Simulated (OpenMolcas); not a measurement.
# Excited-state calculation, with input and output: HF (part 2 of 3)

Continued. System: HF. Method: CASPT2/3-21G (OpenMolcas 26.06). The geometry comes from this level: PBE0-D4/def2-TZVP.

Geometry of the input (Å):
```
F  -0.3900  0.1446  -0.1964
H  0.3900  -0.1446  0.1964
```

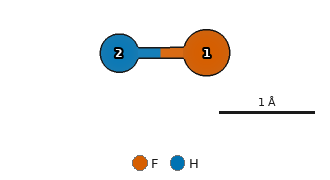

Fig. 1: The input geometry (ball-and-stick view, seen on its broad side; atoms are numbered from 1 in the order of the input).

**Log, continued**
```
      Mulliken charges per centre
      ---------------------------

                F1      H2
      Total    8.7782  1.2218

      N-E      0.2218 -0.2218

      Total electronic charge=   10.000000

      Total            charge=   -0.000000
--

      Expectation values of various properties for root number:  3
      -----------------------------------------------------------

++    Molecular properties:
      ---------------------

      Charge (e):
                      =   -0.0000
      Dipole Moment (debye):
      Origin of the operator (angstrom)=   -0.3507    0.1300   -0.1766
                   X= -1.5295E+00               Y=  5.6708E-01               Z= -7.7023E-01           Total=  1.8039E+00
      Quadrupole Moment (debye*angstrom):
      Origin of the operator (angstrom)=   -0.3507    0.1300   -0.1766
                  XX= -8.0416E+00              XY=  8.2056E-01              XZ= -8.3192E-01              YY= -5.9329E+00
                  YZ=  4.5556E-01              ZZ= -6.7774E+00
      In traceless form (debye*angstrom)
                  XX= -1.6865E+00              XY=  1.2308E+00              XZ= -1.2479E+00              YY=  1.4766E+00
                  YZ=  6.8335E-01              ZZ=  2.0986E-01
--

      Von Neumann Entropy (Root   4) =  0.89461

      Mulliken population analysis for root number:  4
      -----------------------------------------------

++    Molecular charges:
      ------------------

      Mulliken charges per centre
      ---------------------------

                F1      H2
      Total    9.0423  0.9577

      N-E     -0.0423  0.0423

      Total electronic charge=   10.000000

      Total            charge=   -0.000000
--

      Expectation values of various properties for root number:  4
      -----------------------------------------------------------

++    Molecular properties:
      ---------------------

      Charge (e):
                      =   -0.0000
      Dipole Moment (debye):
      Origin of the operator (angstrom)=   -0.3507    0.1300   -0.1766
                   X= -6.8976E-01               Y=  2.5574E-01               Z= -3.4735E-01           Total=  8.1352E-01
      Quadrupole Moment (debye*angstrom):
      Origin of the operator (angstrom)=   -0.3507    0.1300   -0.1766
                  XX= -6.5775E+00              XY=  1.5231E-01              XZ= -2.0687E-01              YY= -6.2232E+00
                  YZ=  7.6703E-02              ZZ= -6.2709E+00
      In traceless form (debye*angstrom)
                  XX= -3.3047E-01              XY=  2.2847E-01              XZ= -3.1031E-01              YY=  2.0102E-01
                  YZ=  1.1505E-01              ZZ=  1.2946E-01
--

      Average orbitals are written to the RASORB file
      Natural orbitals for root   1 are written to the RASORB.1 file
      Natural orbitals for root   2 are written to the RASORB.2 file
      Natural orbitals for root   3 are written to the RASORB.3 file
      Natural orbitals for root   4 are written to the RASORB.4 file
      Spin density orbitals for root   1 are written to the SPDORB.1 file
      Spin density orbitals for root   2 are written to the SPDORB.2 file
      Spin density orbitals for root   3 are written to the SPDORB.3 file
      Spin density orbitals for root   4 are written to the SPDORB.4 file

--- Stop Module: rasscf /rc=_RC_ALL_IS_WELL_ ---
           step10.RasOrb.3 step10.RasOrb.4 step10.rasscf.h5 step10.SpdOrb.1 step10.SpdOrb.2 step10.SpdOrb.3 step10.SpdOrb.4 xmldump
--- Module rasscf spent 1 second ---

--- Start Module: caspt2 ---

                                              &CASPT2

                       available to each process: 1.9 GB of memory, 1 thread

 ###############################################################################
 ###    WARNING: User changed nr of frozen orbitals.                         ###
 ###############################################################################

++    Wave function specifications:
      -----------------------------

      Number of closed shell electrons           0
      Number of electrons in active shells       8
      Max number of holes in RAS1 space          0
      Max number of electrons in RAS3 space      0
      Number of inactive orbitals                0
      Number of active orbitals                  5
      Number of secondary orbitals               5
      Spin quantum number                      0.0
      State symmetry                             1
      Number of CSFs                            15
      Number of CASSCF root(s) available         4
      CASPT2 state passed to geometry opt.       4
      A file JOBMIX will be created
      This is a MULTI-STATE CASSCF reference
      Number of CI roots used                    4
      These are:                                 1   2   3   4
      Off-diagonal elements of Heff are computed
--

++    Orbital specifications:
      -----------------------

      Symmetry species                           1
                                                 a
      Frozen orbitals                            1
      Inactive orbitals                          0
      Active orbitals                            5
      Secondary orbitals                         5
      Deleted orbitals                           0
      Number of basis functions                 11
--

++    CASPT2 specifications:
      ----------------------

      Type of calculation                        XMS-CASPT2
      Fock operator                              state-average
      IPEA shift                                 0.25
      Real shift                                 0.00
      Imaginary shift                            0.20
      The input orbitals will be transformed to quasi-canonical
      The input states will be rotated to diagonalize the Fock operator
--

--------------------------------------------------------------------------------
 Estimated memory requirements:
  POLY3 :                   251030
  RHS:                      259325
  SIGMA :                   252500
  PRPCTL:                        0
 Available workspace:    232490146

++ CASPT2 computation for group   1

********************************************************************************
 Multi-State initialization phase begins for group   1
--------------------------------------------------------------------------------

  H0 in the original model space basis:
                1               2               3               4
   1       -7.51616792      0.00000000      0.00000000      0.18371460
   2        0.00000000     -6.77874186      0.00000000     -0.00000000
   3        0.00000000      0.00000000     -6.77874186      0.00000000
   4        0.18371460     -0.00000000      0.00000000     -6.69010226

  H0 eigenvectors:
                1               2               3               4
   1        0.97818529      0.00000000     -0.00000000      0.20773430
   2       -0.00000000      0.99032223      0.13878715     -0.00000000
   3       -0.00000000     -0.13878715      0.99032223      0.00000000
   4       -0.20773430      0.00000000     -0.00000000      0.97818529

********************************************************************************
 Compute H0 matrices for state    1
--------------------------------------------------------------------------------
--------------------------------------------------------------------------------
 H0 matrices have been computed.

********************************************************************************
  CASPT2 EQUATION SOLUTION
--------------------------------------------------------------------------------

  Total nr of CASPT2 parameters:
   Before reduction:         950
   After  reduction:         525

 Variance of |WF0>:       0.7773077391

 The contributions to the second order correlation energy in atomic units.
-----------------------------------------------------------------------------------------------------------------------------
  IT.      VJTU        VJTI        ATVX        AIVX        VJAI        BVAT        BJAT        BJAI        TOTAL       RNORM
-----------------------------------------------------------------------------------------------------------------------------
   1     0.000000    0.000000   -0.051883    0.000000    0.000000   -0.094090    0.000000    0.000000   -0.145973    0.000088
-----------------------------------------------------------------------------------------------------------------------------

  FINAL CASPT2 RESULT:

      Reference energy:         -99.4550900949
      E2 (Non-variational):      -0.1459797549
      Shift correction:          -0.0003325926
      E2 (Variational):          -0.1463123475
      Total energy:             -99.6014024424
      Residual norm:              0.0000006094
      Reference weight:           0.96929

      Contributions to the CASPT2 correlation energy
      Active & Virtual Only:         -0.1459797549
      One Inactive Excited:           0.0000000000
      Two Inactive Excited:           0.0000000000

++ Denominators, etc.
--------------------------------------------------------------------------------------------------------------
 Report on small energy denominators, large coefficients, and large energy contributions.
CASE  SYMM ACTIVE-MIX  NON-ACTIVE INDICES          DENOMINATOR     RHS VALUE       COEFFICIENT     CONTRIBUTION
ATVX     1  Mu1.0003  Se1.007                       2.02098677      0.12596439     -0.06095243     -0.00767784
ATVX     1  Mu1.0013  Se1.007                       2.95330004     -0.08069078      0.02691429     -0.00217174
ATVX     1  Mu1.0002  Se1.008                       2.79429261      0.13749049     -0.04770140     -0.00655849
ATVX     1  Mu1.0001  Se1.009                       2.79429251     -0.13749048      0.04770140     -0.00655849
ATVX     1  Mu1.0003  Se1.010                       3.08068693     -0.12054993      0.03790952     -0.00456999
BVATP    1  Mu1.0001  Se1.008 Se1.008               5.52004791     -0.16156060      0.02904394     -0.00469236
BVATP    1  Mu1.0001  Se1.009 Se1.009               5.52004791     -0.16156060      0.02904394     -0.00469236
BVATP    1  Mu1.0006  Se1.010 Se1.010               6.08584696     -0.16152685      0.02637357     -0.00426004
BVATM    1  Mu1.0001  Se1.009 Se1.008               5.52058958      0.23631008     -0.04229760     -0.00999535
BVATM    1  Mu1.0002  Se1.010 Se1.008               5.80319191      0.19982388     -0.03406485     -0.00680697
BVATM    1  Mu1.0003  Se1.010 Se1.009               5.80319191      0.19982388     -0.03406485     -0.00680697
--

   (Skipping property calculation,
    use PROP keyword to activate)
********************************************************************************
 Compute H0 matrices for state    2
--------------------------------------------------------------------------------
--------------------------------------------------------------------------------
 H0 matrices have been computed.

********************************************************************************
  CASPT2 EQUATION SOLUTION
--------------------------------------------------------------------------------

  Total nr of CASPT2 parameters:
   Before reduction:         950
   After  reduction:         445

 Variance of |WF0>:       0.5480519148

 The contributions to the second order correlation energy in atomic units.
-----------------------------------------------------------------------------------------------------------------------------
  IT.      VJTU        VJTI        ATVX        AIVX        VJAI        BVAT        BJAT        BJAI        TOTAL       RNORM
-----------------------------------------------------------------------------------------------------------------------------
   1     0.000000    0.000000   -0.015199    0.000000    0.000000   -0.077928    0.000000    0.000000   -0.093127    0.000127
   2     0.000000    0.000000   -0.015199    0.000000    0.000000   -0.077939    0.000000    0.000000   -0.093138    0.000001
-----------------------------------------------------------------------------------------------------------------------------

  FINAL CASPT2 RESULT:

      Reference energy:         -99.0904809621
      E2 (Non-variational):      -0.0931376718
      Shift correction:          -0.0001606829
      E2 (Variational):          -0.0932983547
      Total energy:             -99.1837793168
      Residual norm:              0.0000000195
      Reference weight:           0.98253

      Contributions to the CASPT2 correlation energy
      Active & Virtual Only:         -0.0931376718
      One Inactive Excited:           0.0000000000
      Two Inactive Excited:           0.0000000000

++ Denominators, etc.
--------------------------------------------------------------------------------------------------------------
 Report on small energy denominators, large coefficients, and large energy contributions.
CASE  SYMM ACTIVE-MIX  NON-ACTIVE INDICES          DENOMINATOR     RHS VALUE       COEFFICIENT     CONTRIBUTION
ATVX     1  Mu1.0008  Se1.007                       2.01425142      0.05180672     -0.02607531     -0.00135088
ATVX     1  Mu1.0005  Se1.008                       2.79327716      0.06829531     -0.02515041     -0.00171766
BVATP    1  Mu1.0004  Se1.009 Se1.009               5.52142580      0.18190203     -0.03300834     -0.00600428
BVATP    1  Mu1.0006  Se1.010 Se1.009               5.80611225      0.15184780     -0.02619975     -0.00397838
BVATP    1  Mu1.0007  Se1.010 Se1.010               6.09127408     -0.16734017      0.02749844     -0.00460159
BVATM    1  Mu1.0004  Se1.009 Se1.008               5.64587297      0.16711461     -0.02975791     -0.00497298
BVATM    1  Mu1.0003  Se1.010 Se1.009               5.80628838      0.18944993     -0.03272524     -0.00619979
--

   (Skipping property calculation,
    use PROP keyword to activate)
********************************************************************************
 Compute H0 matrices for state    3
--------------------------------------------------------------------------------
```
